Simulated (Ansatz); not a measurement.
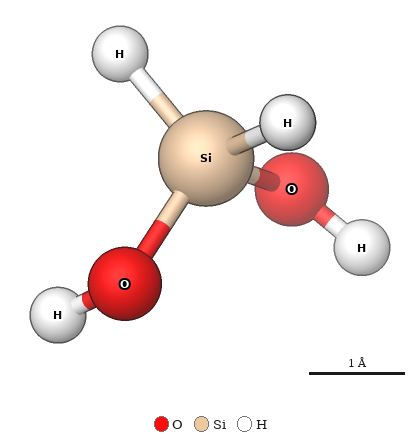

**Figure 1.** The input geometry (ball-and-stick view, seen at a tilt). Bond lengths as drawn: H–O 0.96 to 0.97 Å, H–Si 1.49 Å and O–Si 1.66 to 1.67 Å.

SiH₄O₂: nudged elastic band

System: SiH₄O₂, SMILES O[SiH2]O.
Method: RKS B3LYP-D4/def2-SVP (Ansatz 0.2.0).

It belongs to a series of runs on one base structure; here: band between the two ends.

Input file:
```yaml
crystal:
  periodic: [false, false, false]
  atoms:
    - { symbol: O, position_ang: [-1.429753, -0.133901, 0.270618] }
    - { symbol: Si, position_ang: [0.121415, 0.414769, 0.014857] }
    - { symbol: O, position_ang: [1.197631, -0.807662, -0.330265] }
    - { symbol: H, position_ang: [-1.882901, -0.52445, -0.486611] }
    - { symbol: H, position_ang: [0.197408, 1.306801, -1.170938] }
    - { symbol: H, position_ang: [0.47153, 1.112347, 1.279177] }
    - { symbol: H, position_ang: [1.385971, -1.436004, 0.377462] }
basis:
  gaussian: { orbitals: def2-SVP }
hamiltonian:
  xc: b3lyp
  dispersion: d4
neb:
  order_check: false
  images: 5
  f_tol: 0.05
  max_iterations: 60
  initial_path: idpp
  optimiser: lbfgs
  climbing: true
  final_atoms:
    - { symbol: O, position_ang: [-1.47189531, -0.07837953, 0.27691044] }
    - { symbol: Si, position_ang: [0.11573694, 0.40114808, 0.14777446] }
    - { symbol: O, position_ang: [1.211456, -0.83652814, 0.33820743] }
    - { symbol: H, position_ang: [-1.87704814, -0.52840906, -0.47285977] }
    - { symbol: H, position_ang: [0.3327946, 1.0416338, -1.18766018] }
    - { symbol: H, position_ang: [0.34480968, 1.32820208, 1.27415012] }
    - { symbol: H, position_ang: [1.40544723, -1.39576723, -0.42222249] }
```

Command:
```bash
ansatz run input.yaml --threads 1 --pin off --max-ram 2048MiB --backend cpu --events-out ev --progress --plain --runs-dir out
```

What the program printed:
```
Engine: ansatz 0.2.0, aarch64-unknown-linux-gnu
Functional definition: B3LYP
  parameter a0 = 0.2
  parameter ax = 0.72
  parameter ac = 0.81
  exchange = (1 - a0 - ax)*slater_x + ax*b88_x + a0*exact_x
  correlation = (1 - ac)*vwn_rpa_c + ac*lyp_c
670 factors; integrals over basis functions are off by at most 4.0e-4 eV
mean field evaluation 1: about -12026.3399 eV, gradient 6.6e1 eV
mean field evaluation 2: about -12013.1513 eV, gradient 1.1e2 eV
mean field evaluation 4: about -12033.8100 eV, gradient 1.1e0 eV
mean field evaluation 8: about -12033.8115 eV, gradient 8.8e-3 eV
mean field -12033.81149116 eV, -442.2344154896 hartree, gradient 3.8e-5 eV, S^2 0.000000; 0 other end points of the search recorded, 0 dependent functions left out
the calculation of the forces begins
reference -12033.81169425 eV, -442.2344229532 hartree; 17, 17 occupied and 49, 49 virtual orbitals, 670 factors
670 factors; integrals over basis functions are off by at most 4.6e-4 eV
mean field evaluation 16: about -12033.6897 eV, gradient 4.6e0 eV
mean field -12033.74899105 eV, -442.2321186529 hartree, gradient 4.6e-5 eV, S^2 0.000000; 0 other end points of the search recorded, 0 dependent functions left out
[... from here on the field's lines of each further geometry are left out, up to the last ...]
NEB iter   1: max|band force component| = 5.647e-1 eV/Å  barrier→ = 0.2214 eV  barrier← = 0.1587 eV  Δτ_max = 0.0101 Å  (152 SCF iters)
NEB iter   2: max|band force component| = 4.495e-1 eV/Å  barrier→ = 0.2112 eV  barrier← = 0.1485 eV  CI = image 3  Δτ_max = 0.0075 Å  (117 SCF iters)
NEB iter   3: max|band force component| = 4.731e-1 eV/Å  barrier→ = 0.2034 eV  barrier← = 0.1407 eV  CI = image 3  Δτ_max = 0.0083 Å  (118 SCF iters)
NEB iter   4: max|band force component| = 3.422e-1 eV/Å  barrier→ = 0.1966 eV  barrier← = 0.1339 eV  CI = image 3  Δτ_max = 0.0262 Å  (115 SCF iters)
NEB iter   5: max|band force component| = 7.841e-1 eV/Å  barrier→ = 0.1767 eV  barrier← = 0.1140 eV  CI = image 3  Δτ_max = 0.0113 Å  (115 SCF iters)
NEB iter   6: max|band force component| = 6.451e-1 eV/Å  barrier→ = 0.1720 eV  barrier← = 0.1093 eV  CI = image 3  Δτ_max = 0.0040 Å  (118 SCF iters)
NEB iter   7: max|band force component| = 3.006e-1 eV/Å  barrier→ = 0.1679 eV  barrier← = 0.1052 eV  CI = image 3  Δτ_max = 0.0099 Å  (107 SCF iters)
NEB iter   8: max|band force component| = 3.687e-1 eV/Å  barrier→ = 0.1615 eV  barrier← = 0.0988 eV  CI = image 3  Δτ_max = 0.0059 Å  (120 SCF iters)
NEB iter   9: max|band force component| = 2.849e-1 eV/Å  barrier→ = 0.1585 eV  barrier← = 0.0958 eV  CI = image 3  Δτ_max = 0.0072 Å  (113 SCF iters)
NEB iter  10: max|band force component| = 4.770e-1 eV/Å  barrier→ = 0.1551 eV  barrier← = 0.0924 eV  CI = image 3  Δτ_max = 0.0077 Å  (114 SCF iters)
NEB iter  11: max|band force component| = 3.965e-1 eV/Å  barrier→ = 0.1521 eV  barrier← = 0.0894 eV  CI = image 3  Δτ_max = 0.0036 Å  (113 SCF iters)
NEB iter  12: max|band force component| = 3.399e-1 eV/Å  barrier→ = 0.1497 eV  barrier← = 0.0870 eV  CI = image 3  Δτ_max = 0.2000 Å  (98 SCF iters)
NEB iter  13: max|band force component| = 1.987e0 eV/Å  barrier→ = 0.1619 eV  barrier← = 0.0992 eV  CI = image 3  Δτ_max = 0.0298 Å  (136 SCF iters)
NEB iter  14: max|band force component| = 1.022e0 eV/Å  barrier→ = 0.1163 eV  barrier← = 0.0536 eV  CI = image 3  Δτ_max = 0.0090 Å  (119 SCF iters)
NEB iter  15: max|band force component| = 4.673e-1 eV/Å  barrier→ = 0.1066 eV  barrier← = 0.0439 eV  CI = image 3  Δτ_max = 0.0066 Å  (113 SCF iters)
NEB iter  16: max|band force component| = 3.441e-1 eV/Å  barrier→ = 0.1024 eV  barrier← = 0.0396 eV  CI = image 3  Δτ_max = 0.0285 Å  (109 SCF iters)
NEB iter  17: max|band force component| = 3.163e-1 eV/Å  barrier→ = 0.0924 eV  barrier← = 0.0297 eV  CI = image 3  Δτ_max = 0.0130 Å  (115 SCF iters)
NEB iter  18: max|band force component| = 5.495e-1 eV/Å  barrier→ = 0.0925 eV  barrier← = 0.0298 eV  CI = image 3  Δτ_max = 0.0082 Å  (116 SCF iters)
NEB iter  19: max|band force component| = 3.045e-1 eV/Å  barrier→ = 0.0902 eV  barrier← = 0.0275 eV  CI = image 3  Δτ_max = 0.0029 Å  (113 SCF iters)
NEB iter  20: max|band force component| = 6.813e-2 eV/Å  barrier→ = 0.0890 eV  barrier← = 0.0263 eV  CI = image 3  Δτ_max = 0.0007 Å  (119 SCF iters)
NEB iter  21: max|band force component| = 5.903e-2 eV/Å  barrier→ = 0.0888 eV  barrier← = 0.0261 eV  CI = image 3  Δτ_max = 0.0061 Å  (87 SCF iters)
NEB iter  22: max|band force component| = 7.872e-2 eV/Å  barrier→ = 0.0883 eV  barrier← = 0.0256 eV  CI = image 3  Δτ_max = 0.0012 Å  (113 SCF iters)
NEB iter  23: max|band force component| = 5.269e-2 eV/Å  barrier→ = 0.0882 eV  barrier← = 0.0255 eV  CI = image 3  Δτ_max = 0.0008 Å  (92 SCF iters)
the calculation of the forces begins
reference -12033.74534747 eV, -442.2319847541 hartree; 17, 17 occupied and 49, 49 virtual orbitals, 670 factors
670 factors; integrals over basis functions are off by at most 4.2e-4 eV
mean field evaluation 736: about -12033.7226 eV, gradient 4.7e-1 eV
mean field -12033.72305074 eV, -442.2311653644 hartree, gradient 1.1e-5 eV, S^2 0.000000; 1 other end points of the search recorded, 0 dependent functions left out
the calculation of the forces begins
reference -12033.72325592 eV, -442.2311729046 hartree; 17, 17 occupied and 49, 49 virtual orbitals, 670 factors
NEB iter  24: max|band force component| = 4.106e-2 eV/Å  barrier→ = 0.0881 eV  barrier← = 0.0254 eV  CI = image 3  Δτ_max = 0.0000 Å  (201 SCF iters)
```

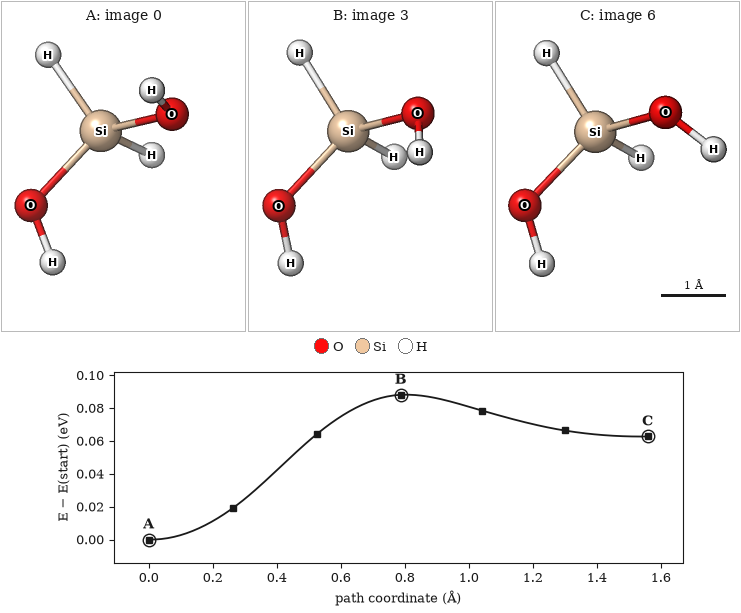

**Figure 2.** Images of the last band (counted from 0; ball-and-stick, seen at a tilt) above the energy along the path; the line is a cubic interpolation that uses the forces. The highest image is number 3, 0.088 eV above the start and 0.025 eV above the end (the climbing image); the end lies 0.063 eV above the start. The path is 1.56 Å long. The band converged in 24 iterations.

```
Total energy: -12033.87492906 eV, -442.2367467895 hartree
Atom 0 at    -1.322586    -0.283613     0.319352 Å, force     0.041483    -0.001989     0.008190 eV/Å
Atom 1 at     0.155126     0.447431     0.068734 Å, force    -0.003719     0.001133     0.003751 eV/Å
Atom 2 at     1.391128    -0.666162     0.033103 Å, force    -0.015939     0.016924    -0.003258 eV/Å
Atom 3 at    -1.849455    -0.532043    -0.447638 Å, force     0.012234     0.009185    -0.031659 eV/Å
Atom 4 at     0.142033     1.204919    -1.219201 Å, force    -0.028498    -0.018563     0.017495 eV/Å
Atom 5 at     0.386274     1.361457     1.212526 Å, force     0.013226    -0.007036    -0.006988 eV/Å
Atom 6 at     1.158781    -1.600088    -0.012577 Å, force    -0.018786     0.000346     0.012469 eV/Å
Dipole moment:    -0.251414    -0.267501    -0.291865 e Å
this run last wrote the band of iteration 24 to [file]
```

The last band as extended XYZ (Å, eV, eV/Å):
```
7
Properties=species:S:1:pos:R:3:forces:R:3 image=0 energy=-12033.96280
O    -1.4298   -0.1339    0.2706    0.0081  -0.0024  -0.0067
Si    0.1214    0.4148    0.0149   -0.0049   0.0000  -0.0042
O     1.1976   -0.8077   -0.3303    0.0012  -0.0035   0.0087
H    -1.8829   -0.5244   -0.4866   -0.0033   0.0015   0.0065
H     0.1974    1.3068   -1.1709    0.0008   0.0033   0.0010
H     0.4715    1.1123    1.2792   -0.0016   0.0013  -0.0001
H     1.3860   -1.4360    0.3775   -0.0003  -0.0002  -0.0053
7
Properties=species:S:1:pos:R:3:forces:R:3 image=1 energy=-12033.94372
O    -1.3754   -0.2017    0.3042   -0.0175   0.0269  -0.0095
Si    0.1390    0.4362    0.0325    0.0001  -0.0088  -0.0129
O     1.2775   -0.7369   -0.2835   -0.0548   0.0157  -0.0873
H    -1.8612   -0.5427   -0.4557    0.0197  -0.0235  -0.0141
H     0.1775    1.3037   -1.1742   -0.0093   0.0225   0.0089
H     0.4291    1.2054    1.2700    0.0378  -0.0498   0.0091
H     1.2748   -1.5321    0.2609    0.0239   0.0171   0.1058
7
Properties=species:S:1:pos:R:3:forces:R:3 image=2 energy=-12033.89874
O    -1.3349   -0.2598    0.3170    0.0192   0.0177   0.0024
Si    0.1511    0.4471    0.0506   -0.0053   0.0022  -0.0109
O     1.3552   -0.6836   -0.1535   -0.0372   0.0103  -0.1110
H    -1.8498   -0.5439   -0.4462    0.0238  -0.0208  -0.0314
H     0.1516    1.2683   -1.1924   -0.0191   0.0255   0.0196
H     0.3976    1.2922    1.2462    0.0257  -0.0430   0.0093
H     1.1906   -1.5885    0.1325   -0.0071   0.0080   0.1220
7
Properties=species:S:1:pos:R:3:forces:R:3 image=3 energy=-12033.87472
O    -1.3226   -0.2836    0.3194    0.0415  -0.0020   0.0082
Si    0.1551    0.4474    0.0687   -0.0037   0.0011   0.0038
O     1.3911   -0.6662    0.0331   -0.0159   0.0169  -0.0033
H    -1.8495   -0.5320   -0.4476    0.0122   0.0092  -0.0317
H     0.1420    1.2049   -1.2192   -0.0285  -0.0186   0.0175
H     0.3863    1.3615    1.2125    0.0132  -0.0070  -0.0070
H     1.1588   -1.6001   -0.0126   -0.0188   0.0003   0.0125
7
Properties=species:S:1:pos:R:3:forces:R:3 image=4 energy=-12033.88434
O    -1.3548   -0.2400    0.3252    0.0232   0.0038   0.0155
Si    0.1494    0.4374    0.0882   -0.0035  -0.0099   0.0112
O     1.3627   -0.6946    0.2014   -0.0149   0.0243   0.0421
H    -1.8623   -0.5138   -0.4461   -0.0011   0.0238  -0.0264
H     0.1741    1.1168   -1.2452   -0.0191  -0.0440   0.0091
H     0.3947    1.4018    1.1829    0.0053   0.0036  -0.0077
H     1.1975   -1.5756   -0.1521    0.0101  -0.0016  -0.0439
7
Properties=species:S:1:pos:R:3:forces:R:3 image=5 energy=-12033.89644
O    -1.4112   -0.1391    0.3328    0.0024   0.0096   0.0109
Si    0.1394    0.4231    0.1049    0.0016  -0.0126   0.0065
O     1.2963   -0.7551    0.3051   -0.0123   0.0257   0.0291
H    -1.8811   -0.5093   -0.4222   -0.0013   0.0136  -0.0135
H     0.2386    1.0251   -1.2621   -0.0096  -0.0259   0.0009
H     0.4062    1.4123    1.1692    0.0008  -0.0005   0.0001
H     1.2731   -1.5251   -0.2733    0.0184  -0.0099  -0.0339
7
Properties=species:S:1:pos:R:3:forces:R:3 image=6 energy=-12033.90010
O    -1.4643   -0.0653    0.3167    0.0001  -0.0013  -0.0005
Si    0.1259    0.3956    0.1550    0.0006   0.0011  -0.0010
O     1.2085   -0.8615    0.2832    0.0011   0.0003  -0.0003
H    -1.8966   -0.4904   -0.4324   -0.0012   0.0006   0.0001
H     0.3149    1.0669   -1.1695   -0.0006   0.0007   0.0006
H     0.3996    1.2903    1.2974    0.0001  -0.0001   0.0001
H     1.3732   -1.4037   -0.4962   -0.0002  -0.0013   0.0010
```

Results in brief:

```json
{"quantity": "outcome", "value": "converged"}
{"quantity": "barrier, forward", "value": "0.088 eV"}
{"quantity": "barrier, backward", "value": "0.025 eV"}
{"quantity": "hardware", "value": "1 thread of Arm Neoverse V1, 24 GiB of memory available, shared host"}
{"quantity": "wall time", "value": "3.2 min"}
{"quantity": "peak memory", "value": "0.12 GiB"}
```

Notes:

The order of the saddle point was not checked.
